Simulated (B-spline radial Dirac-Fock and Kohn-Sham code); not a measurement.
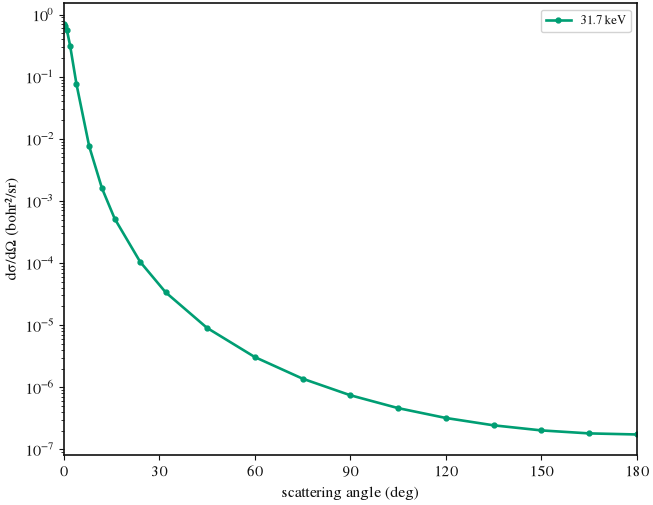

Differential cross section for elastic electron scattering against angle at 31.7 keV, computed at the marked angles. The figure is for neutral helium. Computed with a B-spline radial atomic code: Dirac partial waves in the static Dirac–Fock field with Furness–McCarthy exchange, no polarisation or absorption.

Question: Where are the minima at 31.7 keV?

Answer: There is no marked minimum on this grid.
